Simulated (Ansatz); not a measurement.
# ClH3HfO3 (SMILES [OH][Hf]([OH])([OH])[Cl]): what the fields show

```xyz
8

Cl    0.3570    4.1789    0.5747
Hf    0.5312    1.8124    0.3363
O    -1.0924    1.0025    0.9514
O     0.8127    1.3908   -1.5112
O     2.0099    1.1875    1.3817
H    -1.8655    0.5223    1.2377
H     0.9545    1.0970   -2.4078
H     2.7270    0.7966    1.8750
```

Geometry: PBE0-D4/def2-SVP; core potentials replace the inner electrons of Hf.

These are results of Ansatz 0.2.0, isolated molecule in a Gaussian basis; Kohn-Sham density functional theory, functional PBE0, not measurements.

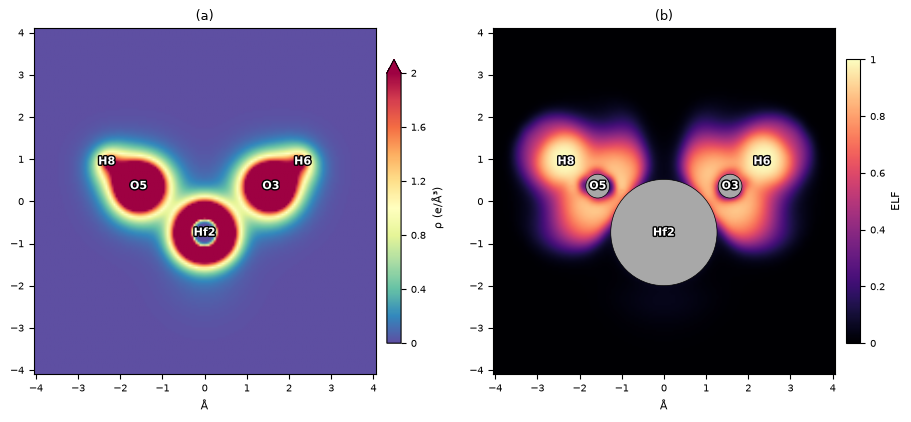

Figure 1. (a) electron density; (b) electron localisation function on the plane of atoms O3, Hf2 and O5. Grey discs cover the atomic cores in the ELF map.

Q: Describe what can be read from this map.

A:
- The section cuts through Hf, O and H sites.
- Hf–O (1.92 Å): the density is about 0.88 e/Å³ at the midpoint; the ELF peaks at about 0.80 in the valence shell of O, 0.6 Å from its nucleus, and drops to about 0.20 between the two atoms.
- O–H (0.95 Å): ρ is about 3.8 e/Å³ halfway; the ELF climbs to about 1 towards the hydrogen, as it does in any bond to H; an ordinary covalent bond to hydrogen.

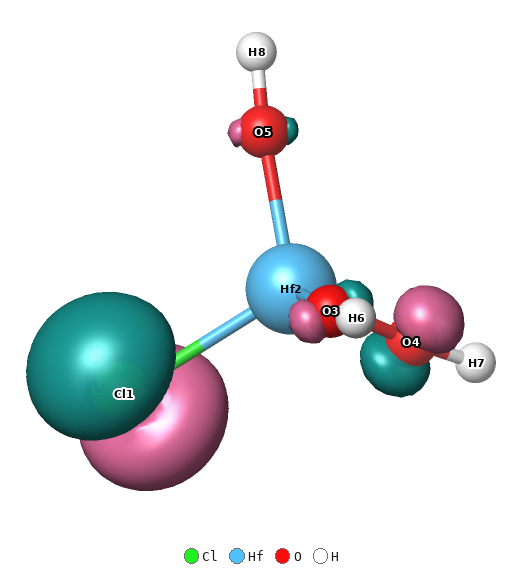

Figure 2. The HOMO at ±0.2 Å⁻³ᐟ² (teal and pink are the two phases), seen at an oblique angle.

Q: Where does this orbital lie, and at what energy?

A: Its weight (Hirshfeld) is mainly on Cl1 (about 80 %); largely a lone pair of Cl1. It is one of a degenerate set, so its orientation is arbitrary. Its energy is −8.67 eV.
